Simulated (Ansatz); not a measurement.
# AlH3 (SMILES [AlH3]): levels of theory compared

We compute a comparison of 6 runs (HF/3-21G, HSE06/3-21G, B3LYP/6-31G*, HSE06/6-31G*, CCSDT(Q)/3-21G, CCSD(T)/6-31G*) of AlH3. 

Program for the calculation: Ansatz 0.2.0.

74 further runs of the same task are left out: 3 that didn't finish, 71 set aside as unsound or not needed.

## 1. The system as given

AlH3 has 4 atoms, charge 0, and is taken as a singlet. SMILES: `[AlH3]`. The H3–Al1 distance was set to 3.171 Å, away from the relaxed value. At this shape a bond of the SMILES string is far longer than usual.

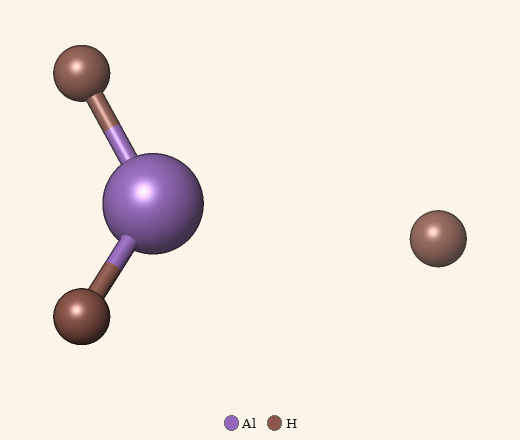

Viewed from a chosen angle; aluminium purple, hydrogen brown.

## 2. The energy at HF/3-21G (run 1)

Contents of run.yaml:

```yaml
crystal:
  periodic: [false, false, false]
  atoms:
    - {symbol: Al, position_ang: [1.368185, 0.802391, -0.115299]}
    - {symbol: H, position_ang: [1.987685, 1.488091, 1.173401]}
    - {symbol: H, position_ang: [-1.340800, -0.832000, 0.105100]}
    - {symbol: H, position_ang: [2.103885, 0.932891, -1.514099]}
basis:
  gaussian: {orbitals: 3-21G.json}
hamiltonian: {xc: hf}
accuracy: high
```

The basis set 3-21G is read from a file made from the Basis Set Exchange's data (not shown).

The run is started by

```bash
$ ansatz run run.yaml --threads 1 --pin off --max-ram 2610MiB --events-out events.jsonl --progress --plain --runs-dir runs
```

What it wrote:

```text
Warning: RAYON_NUM_THREADS=1 ignored (pool sized by the plan → 1); use --threads N
Functional definition: HF
  name "HF"
  exchange = exact_x
  correlation = 0
365 factors; integrals over basis functions are off by at most 3.1e-9 eV
mean field evaluation 1: about -6587.6320 eV, gradient 1.1e1 eV
mean field evaluation 2: about -6587.6310 eV, gradient 1.1e1 eV
mean field evaluation 4: about -6588.7982 eV, gradient 8.7e-1 eV
mean field evaluation 8: about -6588.8057 eV, gradient 1.1e-4 eV
mean field -6588.80570806 eV, -242.1341437181 hartree, gradient 1.2e-8 eV, S^2 0.000000; 0 other end points of the search recorded, 0 dependent functions left out
reference -6588.80570806 eV, -242.1341437181 hartree; 8, 8 occupied and 11, 11 virtual orbitals, 365 factors
Total energy: -6588.80570806 eV, -242.1341437181 hartree
```

It took 0.08 s on 1 thread of Arm Neoverse V2, shared host.

## 3. A single-point energy at HSE06/3-21G (run 2)

run.yaml: that of step 2 with these lines changed.

```diff
@@ -8,4 +8,6 @@
 basis:
-  gaussian: {orbitals: 3-21G.json}
-hamiltonian: {xc: hf}
+  gaussian:
+    orbitals: 3-21G.json
+hamiltonian:
+  xc: {name: HSE06}
 accuracy: high
```

The basis set 3-21G is read from a file made from the Basis Set Exchange's data (not shown).

The run is started by

```bash
$ ansatz run run.yaml --threads 1 --pin off --max-ram 2610MiB --events-out events.jsonl --progress --plain --runs-dir runs
```

What it wrote:

```text
Warning: RAYON_NUM_THREADS=1 ignored (pool sized by the plan → 1); use --threads N
Functional definition: HSE06
  name "HSE06"
  parameter a = 0.25
  parameter omega = 0.11/bohr
  exchange = pbe_x - a*pbe_x_sr(omega) + a*exact_x_sr(omega)
  correlation = pbe_c
365 factors; integrals over basis functions are off by at most 3.1e-9 eV
83 factors; integrals over basis functions are off by at most 7.3e-10 eV
mean field evaluation 1: about -6599.5858 eV, gradient 1.3e1 eV
mean field evaluation 2: about -6594.1006 eV, gradient 2.0e1 eV
mean field evaluation 4: about -6600.8458 eV, gradient 2.9e0 eV
mean field evaluation 8: about -6600.9105 eV, gradient 2.5e-1 eV
mean field evaluation 16: about -6600.9067 eV, gradient 1.9e-5 eV
mean field -6600.90673072 eV, -242.5788480986 hartree, gradient 2.6e-8 eV, S^2 0.000000; 0 other end points of the search recorded, 0 dependent functions left out
reference -6600.90673414 eV, -242.5788482242 hartree; 8, 8 occupied and 11, 11 virtual orbitals, 365 factors
Total energy: -6600.90673414 eV, -242.5788482242 hartree
```

It took 0.8 s on 1 thread of Arm Neoverse V2, shared host.

Runs 3 to 5 aren't shown in full; the table further down has their settings and results.

## 4. A single-point energy at CCSD(T)/6-31G(d) (spherical functions) (run 6)

Contents of input.yaml:

```yaml
basis:
  gaussian:
    orbitals: 6-31G_st_-spherical.json
crystal:
  periodic: [false, false, false]
  atoms:
    - {symbol: Al, position_ang: [1.368185, 0.802391, -0.115299]}
    - {symbol: H, position_ang: [1.987685, 1.488091, 1.173401]}
    - {symbol: H, position_ang: [-1.340800, -0.832000, 0.105100]}
    - {symbol: H, position_ang: [2.103885, 0.932891, -1.514099]}
correlation:
  method: ccsd_t
  frozen_orbitals: {Al: 5, H: 0}
accuracy: high
scf:
  omitted_lower_state_checks: [cluster_reference, increment]
```

The basis set 6-31G* is read from a file made from the Basis Set Exchange's data (not shown).

The run is started by

```bash
$ ansatz run input.yaml --threads 1 --pin off --max-ram 2610MiB --events-out events.jsonl --progress --plain --runs-dir runs
```

What it wrote, shortened:

```text
Warning: RAYON_NUM_THREADS=1 ignored (pool sized by the plan → 1); use --threads N
Functional definition: HF
  name "HF"
[...]
445 factors; integrals over basis functions are off by at most 4.0e-9 eV
[...]
mean field -6624.94304048 eV, -243.4621661900 hartree, gradient 2.2e-8 eV, S^2 0.000000; 1 other end points of the search recorded, 0 dependent functions left out; unrestricted orbitals would lower it
5 core orbitals not correlated: weight in the atoms' cores, before any rotation towards them, 1.000 or more for the frozen orbitals, at most 0.000 for the correlated occupied ones
reference -6624.94304048 eV, -243.4621661900 hartree; 3, 3 occupied and 16, 16 virtual orbitals, 445 factors
second order -1.88273140 eV of doubles, -0.00000000 eV of singles
cycle   1  -2.37814517 eV  change   -5.9e-1 eV  update   1.2e-1
[...]
cycle  25  -3.09459445 eV  change   2.1e-10 eV  update  1.9e-10
perturbative correction -0.11918010 eV, -0.0043797880 hartree
WARN: these amplitudes may be one of several solutions (largest doubles amplitude 0.45, level shift 0.86 eV)
Total energy: -6628.15681503 eV, -243.5802702265 hartree
Checks for a lower state left out: cluster_reference, increment
```

Wall time 0.18 s (1 thread of Arm Neoverse V2, shared host).

## 5. Overview of the runs

```
run                                 level  frozen core orbitals  energy (Eh)  wall time
  1                              HF/3-21G                     –  -242.134144     0.08 s
  2                           HSE06/3-21G                     –  -242.578848      0.8 s
  3    B3LYP/6-31G* (spherical functions)                     –  -244.074641     0.74 s
  4    HSE06/6-31G* (spherical functions)                     –  -243.914863     0.88 s
  5                        CCSDT(Q)/3-21G                     5  -242.244064      0.2 s
  6  CCSD(T)/6-31G* (spherical functions)                     5  -243.580270     0.18 s
```

## 6. Outcome

```
                                          quantity          value
                               run 6: total energy  -243.58027 Eh
run 6: correlation energy (5 core orbitals frozen)     -118.1 mEh
                             run 6: (T) correction      -4.38 mEh
                              run 6: T1 diagnostic          0.058
```

**Reading.** Totals of different functionals can't be ranked against each other. In run 6 the T1 diagnostic is large, so a single reference may not serve. In runs 5, 6 the log says that unrestricted orbitals would lower the reference, so the values rest on an unstable closed-shell determinant (other closed-shell runs at this shape may share the fault). All runs together took 2.9 s, the longest 0.88 s.
